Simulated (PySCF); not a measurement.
# C$_{6}$H$_{9}$Si$_{2}$ (doublet): what the fields show

```xyz
17

C    -2.8025    1.2239   -0.6041
C    -2.2495    0.4611    0.6014
Si   -2.9319   -1.3340    0.7172
C    -0.8233    0.3191    0.5156
C     0.3685    0.1211    0.4172
C     1.7068   -0.0445    0.3090
C     2.9100   -0.1880    0.2081
Si    4.7258   -0.3886    0.0207
H    -3.8828    1.3291   -0.5219
H    -2.3611    2.2182   -0.6663
H    -2.5746    0.6951   -1.5277
H    -2.4906    1.0129    1.5172
H    -2.7267   -2.0722   -0.5233
H    -2.4368   -2.0210    1.9033
H     5.0185   -1.8071   -0.2097
H     5.3835    0.0726    1.2474
H     5.1597    0.4142   -1.1275
```

Geometry: GFN2-xTB.

The calculation used PySCF 2.14.0, density-fitted response routines, UKS B3LYP, pcH-1 on C H Si, non-relativistic, mean-field spin-orbit, GIAO.

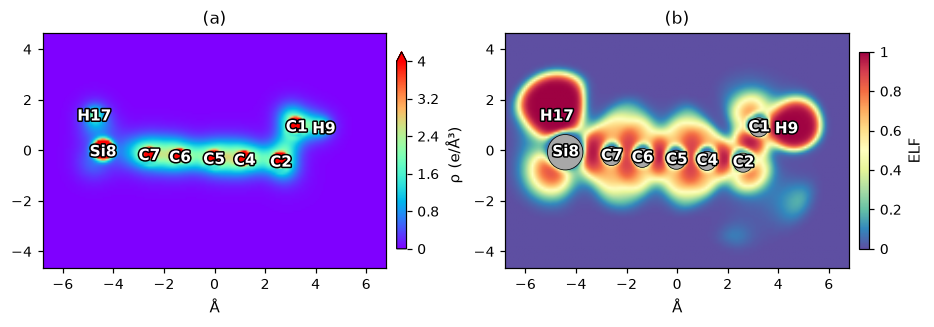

Figure 1. (a) electron density; (b) electron localisation function on the plane of atoms C2, C1 and H9. Grey discs cover the atomic cores in the ELF map.

Interpret the plot.

The plane passes through C, Si and H nuclei.
C–C (1.21 Å): ρ is about 2.5 e/Å³ halfway; the ELF peaks at about 0.85 between the atoms; a short, multiple covalent bond.
C–Si (1.84 Å): ρ is about 0.92 e/Å³ halfway; the ELF peaks at about 0.95 between the atoms: a shared electron pair.
C–H (1.09 Å): ρ at the midpoint is about 1.8 e/Å³; the ELF climbs to about 1 towards the hydrogen, as it does in any bond to H; an ordinary covalent bond to hydrogen.
C–C (1.35 Å): ρ at the midpoint is about 2 e/Å³; the ELF peaks at about 0.95 between the atoms (a covalent bond).
Si–H (1.47 Å): the density is about 0.92 e/Å³ at the midpoint; the ELF climbs to about 1 towards the hydrogen.

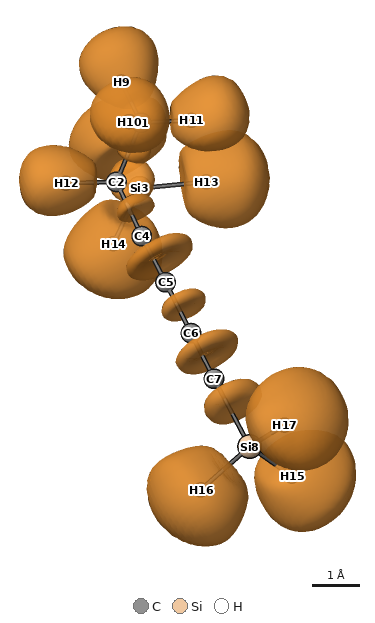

Figure 2. Isosurface of the electron localisation function at 0.85 (orange), seen at an oblique angle. Only the valence region is drawn (cores and ρ < 0.01 e/Å³ removed).

Identify the bonds, lone pairs and shells in this picture.

The ELF exceeds this value in five regions between bonded C–C atoms (shared pairs), two regions between bonded C–Si atoms (shared pairs), nine regions around hydrogen nuclei and one lobe on Si, pointing away from the bonds (non-bonding electrons).

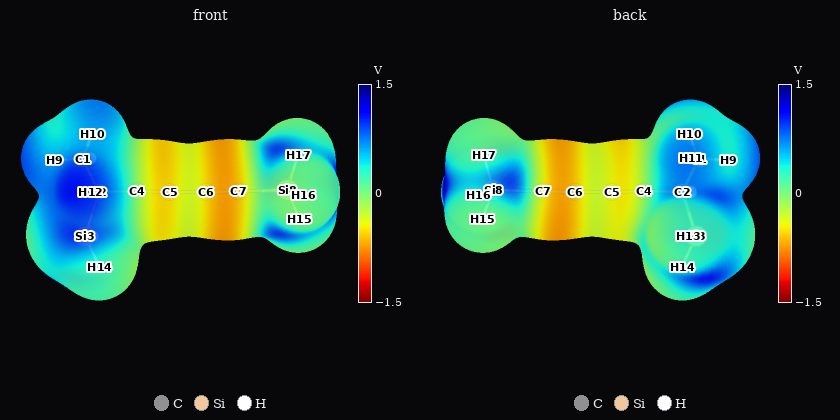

Figure 3. The molecular electrostatic potential painted on the density surface at 0.002 e/bohr³, seen from the front and from behind; red is negative and blue positive.

Where is the surface potential most negative and most positive?

The most negative region (about −0.7 V) lies over C6 and C7, the most positive (about +1.3 V) over Si8.
